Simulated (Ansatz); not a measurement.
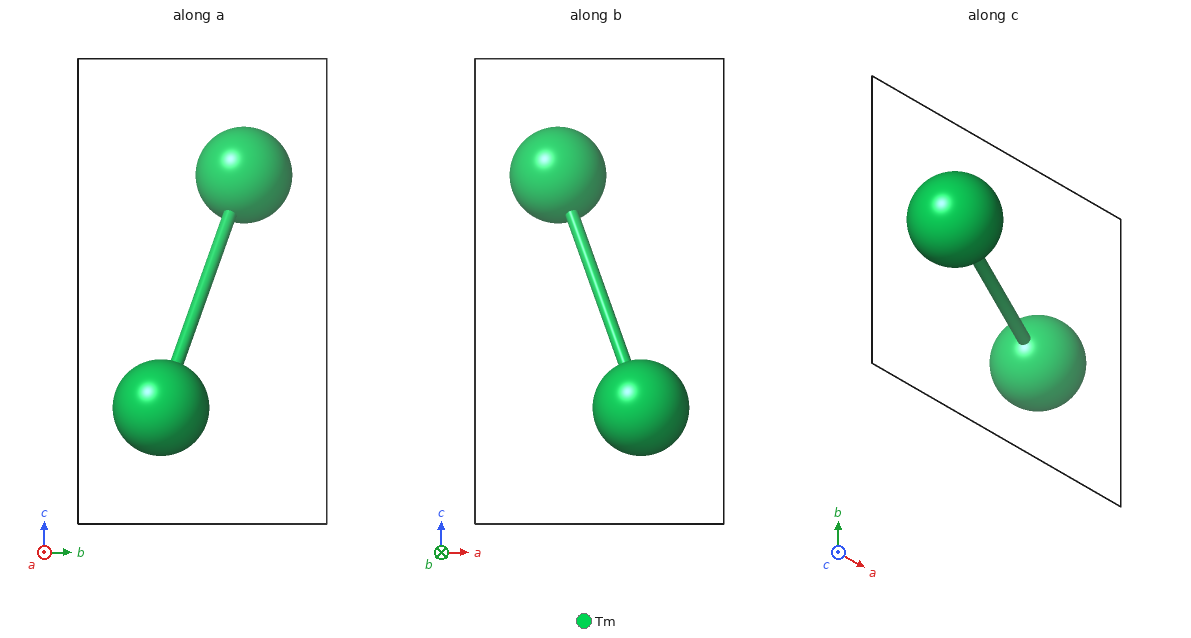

Shown here is a ball-and-stick view of the crystal, taken along the a axis, along the b axis and along the c axis. One conventional unit cell is outlined, and atoms on its boundary appear in each equivalent place.

Lattice parameters: a = 3.6059 Å, b = 3.6059 Å, c = 5.8378 Å, α = 90.000°, β = 90.000°, γ = 120.000°.

> Give the structure in the form of a CIF with its space group and independent sites.

```cif
data_structure
_symmetry_space_group_name_H-M 'P 63/m m c'
_symmetry_Int_Tables_number 194
_cell_length_a 3.6059
_cell_length_b 3.6059
_cell_length_c 5.8378
_cell_angle_alpha 90.000
_cell_angle_beta 90.000
_cell_angle_gamma 120.000
_cell_volume 65.74
loop_
_atom_site_label
_atom_site_type_symbol
_atom_site_symmetry_multiplicity
_atom_site_Wyckoff_symbol
_atom_site_fract_x
_atom_site_fract_y
_atom_site_fract_z
_atom_site_occupancy
Tm1 Tm 2 d 0.3333 0.6667 0.7500 1
```

The structure was taken from the standard structure of this element. Earlier steps of the study may have refined or changed the cell and positions. Ansatz was used for an electronic-structure calculation on it.
